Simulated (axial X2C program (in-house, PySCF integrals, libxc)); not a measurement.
# ICr⁺: from the state search to constants

What are the state, bond length, wavenumber and bond energy of ICr⁺, and what does spin–orbit coupling change?

Computed with an in-house X2C program for linear molecules on PySCF integrals. Level: all-electron X2C, I dyall-cv3z, Cr dyall-cv3z.

All values are calculated.

### Step 1. Set-up

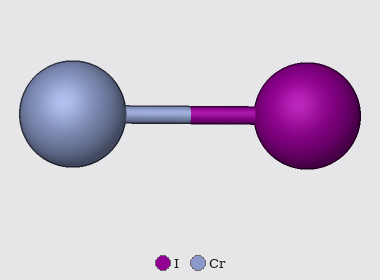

The two atoms at 2.550 Å (iodine purple, chromium light blue).

task.json reads:

```json
{
 "zs": [
  53,
  24
 ],
 "q": 1,
 "bas": [
  "dyall-cv3z",
  "dyall-cv3z"
 ],
 "levels": [
  "PBE0",
  "HF",
  "TPSS"
 ],
 "cc": true,
 "r0": 2.55,
 "thr": -2.0,
 "nmax": 90,
 "npts": 10,
 "nst": 2,
 "ntry": 6
}
```

Keys: zs atomic numbers; q charge; bas basis sets; levels methods (HF also brings MP2); cc coupled cluster on or off; r0 starting distance in Å; thr threshold in hartree for freezing inner shells (an s shell follows its p shell); nmax most natural virtual spinors; npts points asked for on the curve; nst determinants followed; ntry starts of the search.

Launch:

```console
$ python so2c.py task.json out
```

Spin-free means the one-electron spin-free X2C Hamiltonian; two-component (2c) means X2C with spin–orbit coupling and atomic mean-field two-electron Coulomb and Gaunt terms. Basis: I dyall-cv3z contracted to [11s12p8d4f1g], Cr dyall-cv3z contracted to [9s10p6d3f2g]; Gaussian nuclei, density fitting. Masses: I 126.904 u, Cr 51.941 u.

Notation: σ, π±, δ± give the projection m of an orbital's angular momentum (0, ±1, ±2), α and β its spin, Λ and M_S the sums; ω is the projection of a spinor's total angular momentum and Ω the sum. Logs are in hartree.

The results follow Hamiltonian by Hamiltonian and level by level.

### Step 2. State search with PBE0

Determinants are compared with PBE0 at 2.550 Å.

Spin-free determinants:

```csv
ΔE (eV),state,open shells
0.00,"M_S = 2, Λ = 1","beyond closed shells: σα, π+α, δ+α, δ-α"
0.25,"M_S = 2, Λ = 0","beyond closed shells: π+α, π-α, δ+α, δ-α"
0.91,"M_S = 3, Λ = 1","beyond closed shells: σα, 2 × π+α, π+β, 2 × π-α, δ+α, δ-α"
1.10,"M_S = 2, Λ = 2","beyond closed shells: σα, π+α, π-α, δ+α"
1.75,"M_S = 3, Λ = 0","beyond closed shells: 2 × σα, π+α, π-α, δ+α, δ-α"
1.81,"M_S = 1, Λ = 1","beyond closed shells: σβ, π+α, δ+α, δ-α"
2.73,"M_S = 2, Λ = 1","beyond closed shells: σβ, 2 × π+α, π+β, 2 × π-α, δ+α, δ-α"
```

Two-component determinants:

```
ΔE (eV)  state                                           open shells
   0.00  Ω = 1               excess of +ω over −ω: ω = -3/2, ω = 5/2
   0.33  Ω = 3                excess of +ω over −ω: ω = 1/2, ω = 5/2
   0.39  Ω = 2               excess of +ω over −ω: ω = -1/2, ω = 5/2
   0.80  Ω = 4                excess of +ω over −ω: ω = 3/2, ω = 5/2
   1.82  Ω = 0  excess of +ω over −ω: 2 × ω = 1/2, ω = 3/2, ω = -5/2
   1.93  Ω = 2  excess of +ω over −ω: 2 × ω = 1/2, ω = -3/2, ω = 5/2
   2.97  Ω = 3                excess of +ω over −ω: ω = 1/2, ω = 5/2
```

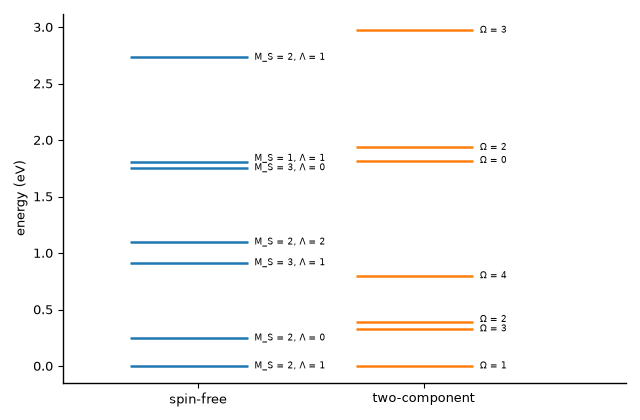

The determinants found, each set from its own lowest.

### Step 3. PBE0, spin-free

State followed: M_S = 2, Λ = 1 (beyond closed shells: σα, π+α, δ+α, δ-α). The scan is laid around 2.510 Å, a first estimate of the minimum, and this SCF restarts from the orbitals of the search.

Output at 2.510 Å:

```text
spin-free X2C-1e  PBE0
basis functions 232  fitting functions 1238  grid points 5800
iter        total energy     max residual
   1      -8165.481351372     2.07e+00
   2      -8165.725778575     8.65e-03
   3      -8165.723336803     2.48e-02
   4      -8165.726130780     4.41e-03
   5      -8165.726330901     1.93e-03
   6      -8165.726350452     6.52e-04
   7      -8165.726353844     2.94e-04
   8      -8165.726354461     2.04e-04
   9      -8165.726354897     8.11e-05
  10      -8165.726354953     7.49e-06
  11      -8165.726354955     2.41e-06
converged
one-electron -11719.52511935  Coulomb 3517.32862464  exact exchange -57.03757560  xc functional -174.66495887  nuclear repulsion 268.17267422
```

Along the bond, energies from the lowest point:

| R (Å) | E (eV) | μ (D) | HOMO (eV) | LUMO (eV) | iterations |
| --- | --- | --- | --- | --- | --- |
| 2.284 | 0.2412 | 7.17 | -12.56 | -10.14 | 12 |
| 2.359 | 0.0790 | 7.43 | -12.54 | -10.20 | 12 |
| 2.435 | 0.0067 | 7.65 | -12.51 | -10.25 | 12 |
| 2.510 | 0.0000 | 7.84 | -12.48 | -10.29 | 11 |
| 2.598 | 0.0499 | 8.02 | -12.44 | -10.31 | 12 |
| 2.686 | 0.1408 | 8.17 | -12.41 | -10.32 | 12 |
| 2.799 | 0.2908 | 8.30 | -12.36 | -10.32 | 12 |

Dipoles are positive if Cr is the positive end and refer to the centre of mass.

Outer orbitals at the reference distance:

```csv
symmetry,occupied,ε (eV),atomic character
σβ,yes,-24.70,"82% I s, 8% Cr p, 6% Cr d"
σα,yes,-24.14,"81% I s, 8% Cr p, 6% Cr d"
σα,yes,-15.08,"54% Cr d, 38% I p, 3% I s"
π+α,yes,-14.45,"83% Cr d, 16% I p"
σβ,yes,-14.25,"79% I p, 8% Cr s, 6% Cr d"
δ+α,yes,-14.09,100% Cr d
δ-α,yes,-14.00,100% Cr d
π-β,yes,-13.41,"90% I p, 6% Cr d, 3% Cr p"
π+β,yes,-13.41,"90% I p, 6% Cr d, 3% Cr p"
π-α,yes,-13.28,"56% Cr d, 40% I p, 2% Cr p"
σα,yes,-13.18,"40% Cr d, 36% I p, 21% Cr s"
π+α,yes,-12.48,"76% I p, 20% Cr d, 4% Cr p"
π-α,no,-10.29,"50% I p, 46% Cr d, 4% Cr p"
σα,no,-8.32,"57% Cr s, 27% Cr p, 10% I p"
σβ,no,-7.15,"72% Cr s, 12% Cr p, 11% Cr d"
π-β,no,-6.20,"92% Cr d, 3% I d, 3% I p"
```

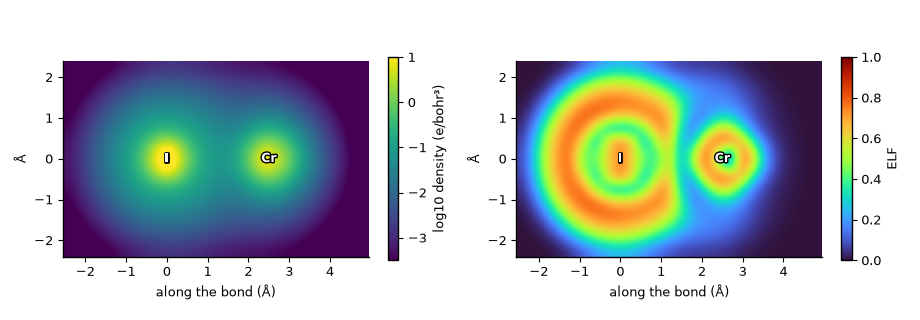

PBE0 fields in a plane through the axis, from a grid of 0.3 Å; I lies at z = 0 and Cr at z = 2.510 Å; the ELF is damped to zero where the density is low.

Re = 2.481 Å, ωe = 262.7 cm⁻¹, ωexe = 1.1 cm⁻¹, Be = 0.07433 cm⁻¹, De = 1.78 eV, μ = 7.77 D.

### Step 4. HF, spin-free

The SCF at the reference distance of 2.510 Å:

```text
spin-free X2C-1e  HF
basis functions 232  fitting functions 1238  grid points 5800
iter        total energy     max residual
   1      -8162.174122879     2.35e-01
   2      -8162.208916734     1.36e-02
   3      -8162.211667209     6.87e-03
   4      -8162.212353072     5.43e-03
   5      -8162.212849454     4.19e-03
   6      -8162.213195355     3.87e-03
   7      -8162.213454518     4.12e-03
   8      -8162.213126372     3.60e-03
   9      -8162.212413215     1.10e-03
  10      -8162.212356873     5.64e-04
  11      -8162.212352053     2.69e-04
  12      -8162.212353416     6.17e-05
  13      -8162.212353617     2.63e-05
  14      -8162.212353644     4.97e-06
  15      -8162.212353646     3.17e-06
  16      -8162.212353646     8.87e-07
converged
one-electron -11719.02122562  Coulomb 3516.94367856  exact exchange -228.30748080  xc functional 0.00000000  nuclear repulsion 268.17267422
```

On the way the iterations pass 0.030 eV below the final energy, so this may not be the lowest solution of its occupation.

No constants are quoted: only 5 points converged.

### Step 5. TPSS, spin-free

The SCF at the reference distance of 2.510 Å:

```text
spin-free X2C-1e  TPSS
basis functions 232  fitting functions 1238  grid points 5800
iter        total energy     max residual
   1      -8166.010465568     1.45e-01
   2      -8166.014009006     7.75e-03
   3      -8166.011342589     2.54e-02
   4      -8166.005308802     3.21e-02
   5      -8166.014264588     3.90e-03
   6      -8166.014399667     8.92e-04
   7      -8166.014406972     3.10e-04
   8      -8166.014407804     2.52e-05
   9      -8166.014407766     7.62e-05
  10      -8166.014407814     4.04e-06
  11      -8166.014407814     5.44e-07
converged
one-electron -11718.44656721  Coulomb 3516.19307941  exact exchange 0.00000000  xc functional -231.93359423  nuclear repulsion 268.17267422
```

Re = 2.472 Å, ωe = 263.7 cm⁻¹, ωexe = 0.943 cm⁻¹, Be = 0.07483 cm⁻¹, De = 2.28 eV, μ = 7.35 D.

### Step 6. Correlated methods, spin-free

Correlated methods: 12 electrons correlated (frozen shells, counted by type: I 4 s, 3 p, 2 d; Cr 3 s, 2 p), 312 virtual spinors in MP2, 90 natural virtuals in coupled cluster.

Output of the correlated part at 2.510 Å:

```text
correlated 12  virtual 312  natural virtual 90  E(MP2) -0.237169087  MP2 remainder -0.010571677
iter   CCSD correlation   residual
   1     -0.241681099   1.11e-01
   2     -0.248982297   5.38e-02
   3     -0.251335306   2.70e-02
   4     -0.251902386   1.49e-02
   5     -0.252193326   7.73e-03
   6     -0.252282688   4.71e-03
   7     -0.252280427   2.30e-03
   8     -0.252296174   1.22e-03
   9     -0.252285429   6.44e-04
  10     -0.252292586   3.13e-04
  11     -0.252290923   1.28e-04
  12     -0.252292518   5.95e-05
  13     -0.252292865   2.77e-05
  14     -0.252293430   1.37e-05
  15     -0.252293668   6.30e-06
  16     -0.252293732   3.05e-06
  17     -0.252293725   1.27e-06
(T) -0.010676475  T1 0.0459  D1 0.1013  max T2 0.074
```

T1 in the output is the amplitude norm over the root of the electron number; divide by √2 for the Lee–Taylor value.

MP2: No constants are quoted: the scan has only 5 points.

CCSD: No constants are quoted: the scan has only 5 points.

CCSD(T): No constants are quoted: the scan has only 5 points.

### Step 7. A higher determinant, spin-free

State: M_S = 2, Λ = 0 (beyond closed shells: π+α, π-α, δ+α, δ-α).

Output at the reference distance:

```text
spin-free X2C-1e  PBE0
basis functions 232  fitting functions 1238  grid points 5800
iter        total energy     max residual
   1      -8165.484087307     2.04e+00
   2      -8165.717035789     8.49e-03
   3      -8165.716009119     1.77e-02
   4      -8165.717463900     2.61e-03
   5      -8165.717560425     1.24e-03
   6      -8165.717571185     2.42e-04
   7      -8165.717572784     1.45e-04
   8      -8165.717573419     9.81e-05
   9      -8165.717573931     6.06e-05
  10      -8165.717573992     2.77e-06
  11      -8165.717573993     1.07e-06
converged
one-electron -11720.11464353  Coulomb 3517.93193585  exact exchange -57.04252593  xc functional -174.66501460  nuclear repulsion 268.17267422
```

| R (Å) | E above the lowest PBE0 point (eV) |
| --- | --- |
| 2.284 | 0.497 |
| 2.359 | 0.315 |
| 2.435 | 0.238 |
| 2.510 | 0.239 |
| 2.598 | 0.309 |
| 2.686 | 0.428 |
| 2.799 | 0.616 |

Re = 2.470 Å, ωe = 294.4 cm⁻¹, ωexe = 1.16 cm⁻¹, Be = 0.07497 cm⁻¹, μ = 9.32 D. Te = 0.23 eV.

### Step 8. The spin-free curves together

Energy (eV) of the followed determinant, spin-free, from each level's lowest point:

| R (Å) | PBE0 | HF | MP2 (spin-contaminated) | CCSD | CCSD(T) | TPSS |
| --- | --- | --- | --- | --- | --- | --- |
| 2.284 | 0.241 | n/a | n/a | n/a | n/a | 0.216 |
| 2.359 | 0.079 | n/a | n/a | n/a | n/a | 0.065 |
| 2.435 | 0.007 | 0.079 | 0.059 | 0.030 | 0.030 | 0.001 |
| 2.510 | 0.000 | 0.000 | 0.000 | 0.000 | 0.000 | 0.000 |
| 2.598 | 0.050 | 0.003 | 0.040 | 0.045 | 0.043 | 0.056 |
| 2.686 | 0.141 | 0.081 | 0.153 | 0.144 | 0.137 | 0.152 |
| 2.799 | 0.291 | 0.259 | 0.367 | 0.310 | 0.293 | 0.312 |

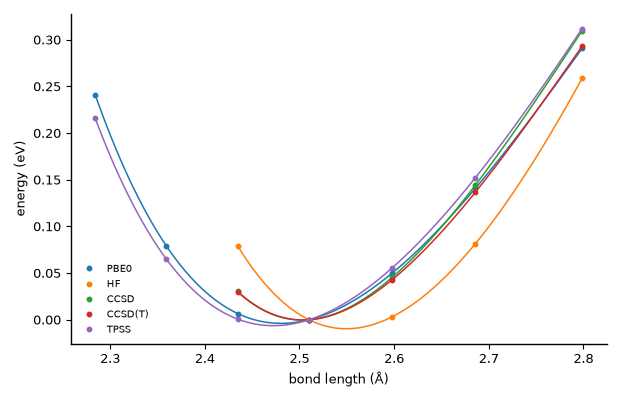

Curves of the followed state, spin-free, each from its own lowest point. Left out: MP2.

### Step 9. PBE0, 2c

State followed: Ω = 1 (excess of +ω over −ω: ω = -3/2, ω = 5/2). The scan is laid around 2.510 Å, a first estimate of the minimum, and this SCF restarts from the orbitals of the search.

Output at 2.510 Å:

```text
two-component X2C + atomic mean field  PBE0
basis functions 232  fitting functions 1238  grid points 5800
iter        total energy     max residual
   1      -8162.258362225     2.09e+00
   2      -8162.503762246     8.20e-03
   3      -8162.501828808     2.29e-02
   4      -8162.504095200     4.21e-03
   5      -8162.504276991     1.89e-03
   6      -8162.504294737     6.16e-04
   7      -8162.504297645     2.55e-04
   8      -8162.504298096     1.77e-04
   9      -8162.504298406     7.22e-05
  10      -8162.504298449     7.26e-06
  11      -8162.504298450     2.44e-06
converged
one-electron -11710.18135162  Coulomb 3515.68785810  exact exchange -57.01006011  xc functional -174.58468497  nuclear repulsion 268.17267422  atomic mean-field constant -4.58873407
```

Along the bond, energies from the lowest point:

| R (Å) | E (eV) | μ (D) | HOMO (eV) | LUMO (eV) | iterations |
| --- | --- | --- | --- | --- | --- |
| 2.284 | 0.2760 | 6.90 | -12.67 | -9.95 | 12 |
| 2.359 | 0.1028 | 7.12 | -12.67 | -10.00 | 12 |
| 2.435 | 0.0188 | 7.32 | -12.65 | -10.03 | 12 |
| 2.510 | 0.0000 | 7.48 | -12.63 | -10.06 | 11 |
| 2.598 | 0.0355 | 7.63 | -12.59 | -10.07 | 12 |
| 2.686 | 0.1120 | 7.75 | -12.55 | -10.08 | 12 |
| 2.799 | 0.2438 | 7.87 | -12.49 | -10.06 | 12 |

Dipoles are positive if Cr is the positive end and refer to the centre of mass.

Outer spinors at the reference distance:

```tsv
ω	occupied	ε (eV)	atomic character	λ mixture
-1/2	yes	-24.79	82% I s, 8% Cr p, 6% Cr d	100% σ
1/2	yes	-24.18	81% I s, 8% Cr p, 6% Cr d	100% σ
1/2	yes	-15.06	52% I p, 39% Cr d, 3% Cr s	92% σ, 8% π
-1/2	yes	-14.60	65% I p, 28% Cr d, 4% Cr s	50% π, 50% σ
-1/2	yes	-14.12	51% Cr d, 41% I p, 4% Cr s	55% π, 45% σ
1/2	yes	-13.84	76% I p, 21% Cr d, 2% Cr p	83% π, 17% σ
-3/2	yes	-13.82	100% Cr d	100% δ
5/2	yes	-13.67	100% Cr d	100% δ
-3/2	yes	-13.19	90% I p, 6% Cr d, 3% Cr p	100% π
3/2	yes	-13.10	62% Cr d, 35% I p	100% π
1/2	yes	-12.94	40% Cr d, 37% I p, 20% Cr s	92% σ, 8% π
-1/2	yes	-12.63	66% I p, 29% Cr d, 4% Cr p	94% π, 6% σ
3/2	no	-10.06	55% I p, 40% Cr d, 4% Cr p	100% π
1/2	no	-8.18	57% Cr s, 27% Cr p, 10% I p	100% σ
-1/2	no	-7.00	73% Cr s, 12% Cr p, 9% Cr d	100% σ
1/2	no	-5.92	92% Cr d, 4% I d, 3% I p	100% π
```

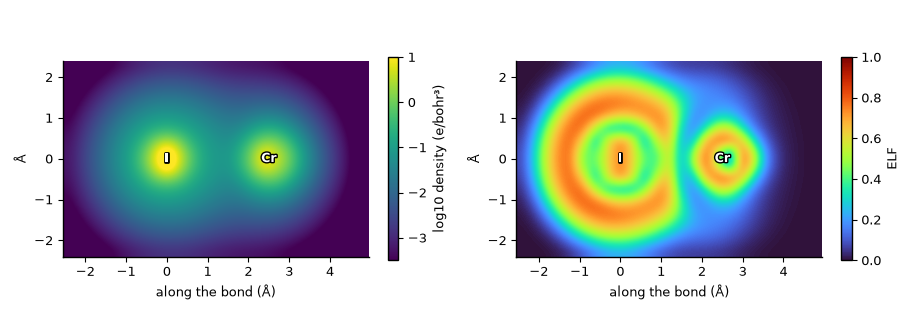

PBE0 fields in a plane through the axis, from a grid of 0.3 Å; I lies at z = 0 and Cr at z = 2.510 Å; the ELF is damped to zero where the density is low.

Re = 2.499 Å, ωe = 251.4 cm⁻¹, ωexe = 1.15 cm⁻¹, Be = 0.07326 cm⁻¹, De = 1.71 eV, μ = 7.45 D.

### Step 10. HF, 2c

The SCF at the reference distance of 2.510 Å:

```text
two-component X2C + atomic mean field  HF
basis functions 232  fitting functions 1238  grid points 5800
iter        total energy     max residual
   1      -8158.949793822     2.35e-01
   2      -8158.984113635     6.93e-03
   3      -8158.986891716     3.92e-03
   4      -8158.987676204     3.54e-03
   5      -8158.988263155     3.61e-03
   6      -8158.988647148     4.50e-03
   7      -8158.989144750     4.82e-03
   8      -8158.988549522     4.19e-03
   9      -8158.987067719     1.55e-03
  10      -8158.986975082     7.41e-04
  11      -8158.986967169     3.48e-04
  12      -8158.986965994     1.35e-04
  13      -8158.986966750     3.53e-05
  14      -8158.986966844     2.06e-05
  15      -8158.986966866     1.64e-05
  16      -8158.986966869     1.33e-05
  17      -8158.986966871     1.05e-05
  18      -8158.986966872     7.01e-06
  19      -8158.986966874     2.88e-06
converged
one-electron -11709.50032295  Coulomb 3515.09765011  exact exchange -228.16823418  xc functional 0.00000000  nuclear repulsion 268.17267422  atomic mean-field constant -4.58873407
```

On the way the iterations pass 0.059 eV below the final energy, so this may not be the lowest solution of its occupation.

Re = 2.537 Å, ωe = 292.1 cm⁻¹, ωexe = 0.55 cm⁻¹, Be = 0.07105 cm⁻¹, De = -0.070 eV, μ = 9.28 D.

### Step 11. TPSS, 2c

Output at 2.510 Å:

```text
two-component X2C + atomic mean field  TPSS
basis functions 232  fitting functions 1238  grid points 5800
iter        total energy     max residual
   1      -8162.784618957     1.45e-01
   2      -8162.786223234     2.13e-02
   3      -8162.701494220     1.13e-01
   4      -8162.786552154     1.48e-02
   5      -8162.788355460     5.97e-03
   6      -8162.788635582     1.88e-03
   7      -8162.788666879     3.54e-04
   8      -8162.788667804     1.08e-04
   9      -8162.788667899     1.79e-05
  10      -8162.788667902     1.09e-06
  11      -8162.788667902     6.28e-07
converged
one-electron -11709.06533352  Coulomb 3514.51055503  exact exchange 0.00000000  xc functional -231.81782955  nuclear repulsion 268.17267422  atomic mean-field constant -4.58873407
```

Re = 2.485 Å, ωe = 256.4 cm⁻¹, ωexe = 0.944 cm⁻¹, Be = 0.07404 cm⁻¹, De = 2.23 eV, μ = 7.16 D.

### Step 12. Correlated methods, 2c

Correlated methods: 12 electrons correlated (frozen shells, counted by type: I 4 s, 3 p, 2 d; Cr 3 s, 2 p), 312 virtual spinors in MP2, 90 natural virtuals in coupled cluster.

Output of the correlated part at 2.510 Å:

```text
correlated 12  virtual 312  natural virtual 90  E(MP2) -0.236170746  MP2 remainder -0.010646927
iter   CCSD correlation   residual
   1     -0.240256343   1.11e-01
   2     -0.247513287   5.38e-02
   3     -0.250054981   2.64e-02
   4     -0.250516359   1.31e-02
   5     -0.250788076   6.19e-03
   6     -0.250850095   3.18e-03
   7     -0.250858856   1.37e-03
   8     -0.250869538   6.95e-04
   9     -0.250863008   4.25e-04
  10     -0.250869051   2.48e-04
  11     -0.250867318   1.28e-04
  12     -0.250869129   7.26e-05
  13     -0.250869020   3.71e-05
  14     -0.250869125   1.65e-05
  15     -0.250869239   7.42e-06
  16     -0.250869226   3.21e-06
(T) -0.010568165  T1 0.0401  D1 0.0756  max T2 0.069
```

MP2: No constants are quoted: the reference is strongly spin-contaminated.

CCSD: Re = 2.500 Å, ωe = 279.8 cm⁻¹, ωexe = 1.51 cm⁻¹, Be = 0.0732 cm⁻¹, De = 1.10 eV. T1 at Re = 0.028 (Lee–Taylor, the printed value over √2).

CCSD(T): Re = 2.503 Å, ωe = 273.0 cm⁻¹, ωexe = 1.57 cm⁻¹, Be = 0.07299 cm⁻¹, De = 1.24 eV. T1 at Re = 0.028 (Lee–Taylor, the printed value over √2).

### Step 13. A higher determinant, 2c

State: Ω = 3 (excess of +ω over −ω: ω = 1/2, ω = 5/2).

Output at the reference distance:

```text
two-component X2C + atomic mean field  PBE0
basis functions 232  fitting functions 1238  grid points 5800
iter        total energy     max residual
   1      -8162.247335674     2.08e+00
   2      -8162.491937854     8.53e-03
   3      -8162.489594559     2.41e-02
   4      -8162.492271726     4.34e-03
   5      -8162.492481960     1.95e-03
   6      -8162.492502734     6.65e-04
   7      -8162.492506473     3.32e-04
   8      -8162.492507357     2.38e-04
   9      -8162.492508044     9.58e-05
  10      -8162.492508133     8.78e-06
  11      -8162.492508136     2.66e-06
  12      -8162.492508136     3.94e-07
converged
one-electron -11709.93845943  Coulomb 3515.43602640  exact exchange -57.00469665  xc functional -174.56931861  nuclear repulsion 268.17267422  atomic mean-field constant -4.58873407
```

| R (Å) | E above the lowest PBE0 point (eV) |
| --- | --- |
| 2.284 | 0.556 |
| 2.359 | 0.396 |
| 2.435 | 0.326 |
| 2.510 | 0.321 |
| 2.598 | 0.372 |
| 2.686 | 0.463 |
| 2.799 | 0.612 |

Re = 2.478 Å, ωe = 263.3 cm⁻¹, ωexe = 1.18 cm⁻¹, Be = 0.07448 cm⁻¹, μ = 7.90 D. Te = 0.32 eV.

### Step 14. The 2c curves together

Energy (eV) of the followed determinant, 2c, from each level's lowest point:

| R (Å) | PBE0 | HF | MP2 (spin-contaminated) | CCSD | CCSD(T) | TPSS |
| --- | --- | --- | --- | --- | --- | --- |
| 2.284 | 0.276 | n/a | n/a | n/a | n/a | 0.243 |
| 2.359 | 0.103 | 0.225 | 0.139 | 0.132 | 0.135 | 0.083 |
| 2.435 | 0.019 | 0.065 | 0.017 | 0.024 | 0.026 | 0.010 |
| 2.510 | 0.000 | 0.000 | 0.000 | 0.000 | 0.000 | 0.000 |
| 2.598 | 0.036 | 0.015 | 0.067 | 0.042 | 0.038 | 0.045 |
| 2.686 | 0.112 | 0.103 | 0.198 | 0.133 | 0.122 | 0.132 |
| 2.799 | 0.244 | 0.289 | 0.426 | 0.282 | 0.261 | 0.280 |

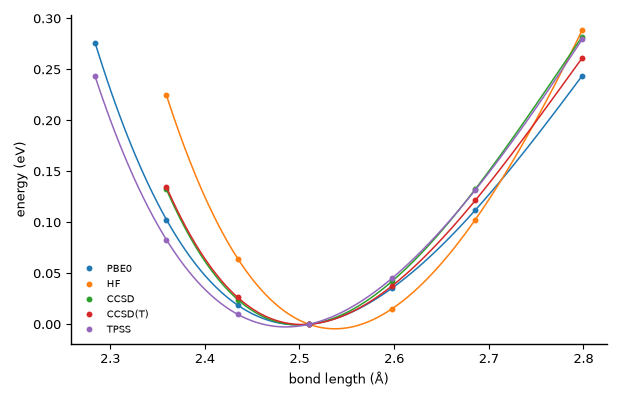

Curves of the followed state, 2c, each from its own lowest point. Left out: MP2.

Time for the job: 3.6 min (1 thread of Intel Xeon 6975P-C (Granite Rapids), shared host).

### Step 15. What came out

Lowest determinant that the search found at its distance, spin-free: M_S = 2, Λ = 1 (beyond closed shells: σα, π+α, δ+α, δ-α).

Lowest determinant that the search found at its distance, 2c: Ω = 1 (excess of +ω over −ω: ω = -3/2, ω = 5/2).

```csv
Hamiltonian,level,Re (Å),ωe (cm⁻¹),De (eV),μ (D)
spin-free,PBE0,2.481,262.7,1.78,7.77
spin-free,TPSS,2.472,263.7,2.28,7.35
2c,PBE0,2.499,251.4,1.71,7.45
2c,HF,2.537,292.1,-0.070,9.28
2c,CCSD,2.500,279.8,1.10,n/a
2c,CCSD(T),2.503,273.0,1.24,n/a
2c,TPSS,2.485,256.4,2.23,7.16
```

Dipoles are positive if Cr is the positive end and refer to the centre of mass. No constants: spin-free HF (only 5 points converged); spin-free MP2 (the scan has only 5 points); spin-free CCSD (the scan has only 5 points); spin-free CCSD(T) (the scan has only 5 points); 2c MP2 (the reference is strongly spin-contaminated).

Time per point (s) on 1 thread of Intel Xeon 6975P-C (Granite Rapids), shared host (2c runs; CCSD comes with the CCSD(T) run); the times are rough: PBE0 1, HF 1.9, CCSD(T) 9.2, TPSS 0.94.

What this shows: At PBE0, going from spin-free to two-component changes Re by +18 mÅ, ωe by -4.3 %; at least one of these shifts is too large to ignore. De moves by -0.07 eV; both De rest on single-determinant atoms, which can miss part of an open shell's spin–orbit lowering. De is negative at HF: there the minimum lies above the ground-state fragments.

De refers to I + Cr+, each in the lowest determinant found, which need not be this curve's own limit. The state is a single determinant with fixed occupations, the lowest that a limited PBE0 search found. De is counted from the lowest determinant-based energies of the atoms at the same level, without counterpoise correction. Density functionals use the spin component along the axis (collinear). CCSD and (T) use frozen natural virtuals with an MP2 correction for the truncation. The meta-GGAs lack a current-density term, which matters for open shells with orbital currents, atoms included. With several unpaired electrons one determinant need not be a pure state. Some points did not converge and are left out. The spin-free determinant is spin-contaminated at some levels. T1 at Re is 0.028 (Lee–Taylor), above the customary mark of 0.02.
